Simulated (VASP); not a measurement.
Band structure of ZnPd$_{5}$Se (space group P4/mmm). Method: PBEsol GGA, VASP's PBE PAW potentials (set 64) (plane waves; VASP).

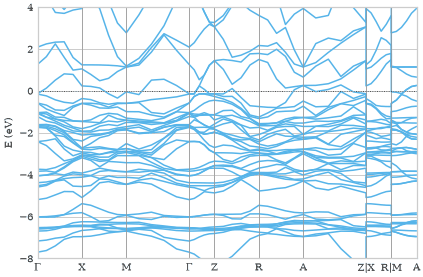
Bands along high-symmetry lines, zero at the valence-band maximum or, without a gap, the Fermi level

Read the plot: is there a gap, and where are the band edges?

It has no gap at this level: it comes out as a metal or semimetal.

The structure comes from a measured ZnPd5Se entry of the Crystallography Open Database, whose conditions weren't checked. The cell was not relaxed at this level. The k-mesh is coarse (spacing up to 0.40 per Å, 2π included), so the numbers may not be converged in it.
